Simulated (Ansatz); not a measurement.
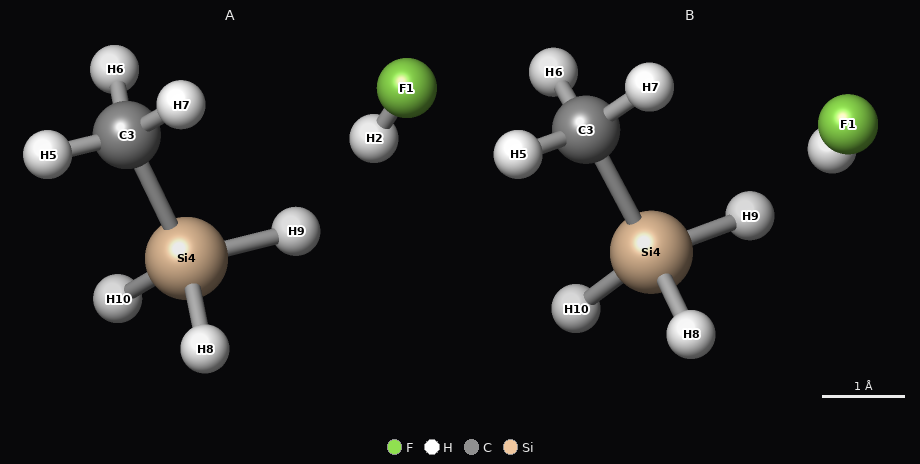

Two geometries of CH₇FSi, drawn at one scale. One is the start of a relaxation, the other its converged end. A ball-and-stick model, seen at a tilt.

The calculation used Ansatz 0.2.0, RKS PBE0-D4/def2-TZVP. (force threshold 0.005 eV/Å; at most 200 steps)

Q: Which of the two is the end point?

A: Structure A is the relaxed one. The energy falls by 6.15 kJ/mol in 20 accepted moves (26 points after the start). The largest force component goes from 0.51 to 0.00026 eV/Å. The line search rejected the trial steps at points 4, 7, 8, 11, 18, 23 of the run. The atom that moves furthest after the best rigid fit is F1 (0.61 Å). By element the largest moves are F 0.61 Å, H 0.36 Å, Si 0.11 Å, C 0.08 Å. Some distances before and after: Si4–H9 1.521 → 1.501 Å, C3–Si4 1.883 → 1.864 Å, Si4–H10 1.504 → 1.485 Å, Si4–H8 1.501 → 1.485 Å. Among the angles between lasting bonds that change: Si4–C3–H7 108.1° → 110.7°.
